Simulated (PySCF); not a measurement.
# CAlClFNO (SMILES O=C=[N][Al]([F])[Cl]) at 3 levels

Aim: a comparison of 3 runs (BHLYP/cc-pVDZ, revPBE/cc-pVDZ, SCS-MP2/cc-pVDZ) of CAlClFNO. Input form: a Python script.

Program for the calculation: PySCF 2.14.0.

### 1 The structure to begin with

CAlClFNO: 6 atoms, total charge 0, spin state singlet. SMILES: `O=C=[N][Al]([F])[Cl]`. Geometry: relaxed at PBE0-D4/def2-TZVP.

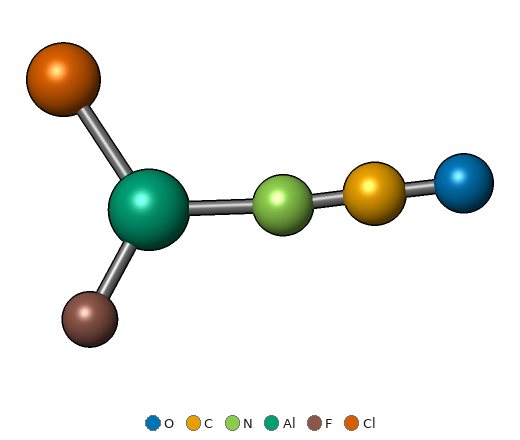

Viewed from a chosen angle; oxygen blue, carbon amber, nitrogen green, aluminium teal, fluorine brown, chlorine orange.

### 2 A single-point energy at BHLYP/cc-pVDZ (run 1)

File input.py:

```python
from pyscf import gto, dft

mol = gto.M(
    atom=[
    ('O', (-1.726000, -0.301300, 2.353900)),
    ('C', (-1.034500, -0.244700, 1.421600)),
    ('N', (-0.321400, -0.196300, 0.461800)),
    ('Al', (0.694800, 0.033100, -0.933400)),
    ('F', (1.379200, -1.268200, -1.642400)),
    ('Cl', (1.050000, 1.913400, -1.707800)),
],
    basis='cc-pvdz',
    max_memory=1860,
    verbose=4,
    spin=0,
)

mf = dft.RKS(mol)
mf.xc = 'bhandhlyp'
mf.grids.level = 5
mf.conv_tol = 1e-10
mf.kernel()
if not mf.converged:
    mf = mf.newton().run(mf.mo_coeff, mf.mo_occ)

e_tot = mf.e_tot
print('E(%s) = %.9f' % ('BHLYP', e_tot))
```

Started as:

```console
OMP_NUM_THREADS=1 python input.py
```

The log of the run:

```text
PySCF version 2.14.0

[... 76 lines left out ...]
converged SCF energy = -970.648478342587
E(BHLYP) = -970.648478343
```

It took 21 s on 1 thread of Arm Neoverse V2, shared host; peak memory 0.47 GiB.

### 3 The energy at revPBE/cc-pVDZ (run 2)

File input.py:

```python
from pyscf import gto, dft

mol = gto.M(
    atom='''
O     -1.726000    -0.301300     2.353900
C     -1.034500    -0.244700     1.421600
N     -0.321400    -0.196300     0.461800
Al     0.694800     0.033100    -0.933400
F      1.379200    -1.268200    -1.642400
Cl     1.050000     1.913400    -1.707800
''',
    max_memory=1860,
    verbose=3,
    charge=0,
    basis='cc-pvdz',
)

calc0 = dft.RKS(mol)
calc0.xc = 'revpbe'
calc0.conv_tol = 1e-10
calc0.grids.level = 5
calc0.kernel()
if not calc0.converged:
    calc0 = calc0.newton().run(calc0.mo_coeff, calc0.mo_occ)

e_tot = calc0.e_tot
print('E = %.10f Eh' % e_tot)
```

Started as:

```console
OMP_NUM_THREADS=1 python input.py
```

The log of the run:

```text
converged SCF energy = -970.543467794046
E = -970.5434677940 Eh
```

Run time: 24 s. Hardware: 1 thread of Arm Neoverse V2, shared host; peak memory 0.47 GiB.

### 4 The energy at SCS-MP2/cc-pVDZ (run 3)

File input.xyz:

```xyz
6
CAlClFNO
O     -1.726000    -0.301300     2.353900
C     -1.034500    -0.244700     1.421600
N     -0.321400    -0.196300     0.461800
Al     0.694800     0.033100    -0.933400
F      1.379200    -1.268200    -1.642400
Cl     1.050000     1.913400    -1.707800
```

File job.py:

```python
from pyscf import gto, mp

system = gto.M(
    atom='input.xyz',
    max_memory=1860,
    basis='cc-pvdz',
    verbose=4,
    charge=0,
    spin=0,
)

myscf = system.RHF()
myscf.conv_tol = 1e-10
myscf.kernel()
if not myscf.converged:
    myscf = myscf.newton().run(myscf.mo_coeff, myscf.mo_occ)

pt = mp.MP2(myscf, frozen=14).run()
e_final = myscf.e_tot + 1.2 * pt.e_corr_os + pt.e_corr_ss / 3
print('Final energy', e_final)
```

Started as:

```console
OMP_NUM_THREADS=1 python job.py
```

The log of the run:

```text
PySCF version 2.14.0

[... 66 lines left out ...]
converged SCF energy = -968.271410216178
[... 1 line left out ...]
******** <class 'pyscf.mp.mp2.RMP2'> ********
nocc = 16, nmo = 78
frozen orbitals 14
E(RMP2) = -969.096528011765  E_corr = -0.825117795586776
E(SCS-RMP2) = -969.062140356976  E_corr = -0.790730140797748
E_corr(same-spin) = -0.230089862199673
E_corr(oppo-spin) = -0.595027933387103
Final energy -969.0621403569759
```

It took 2.2 s on 1 thread of Arm Neoverse V2, shared host; peak memory 0.22 GiB.

### 5 Overview of the runs

```csv
run,level,integration grid,frozen core orbitals,energy (Eh),dipole moment (D) of the reference,HOMO energy (eV),LUMO energy (eV),wall time
1,BHLYP/cc-pVDZ,5,–,-970.648478,0.55,-10.32,-0.20,21 s
2,revPBE/cc-pVDZ,5,–,-970.543468,0.40,-7.44,-1.71,24 s
3,SCS-MP2/cc-pVDZ,–,14,-969.062140,0.59,-12.52,1.91,2.2 s
```

### 6 Summary of results

```
                                           quantity          value
                                run 3: total energy  -969.06214 Eh
        run 3: dipole moment (Hartree–Fock density)         0.59 D
         run 3: HOMO energy (Hartree–Fock orbitals)      -12.52 eV
         run 3: LUMO energy (Hartree–Fock orbitals)        1.91 eV
       run 3: HOMO–LUMO gap (Hartree–Fock orbitals)       14.44 eV
run 3: correlation energy (14 core orbitals frozen)     -790.7 mEh
```

What this shows: Totals of different functionals can't be ranked against each other. All runs together took 48 s, the longest 24 s.
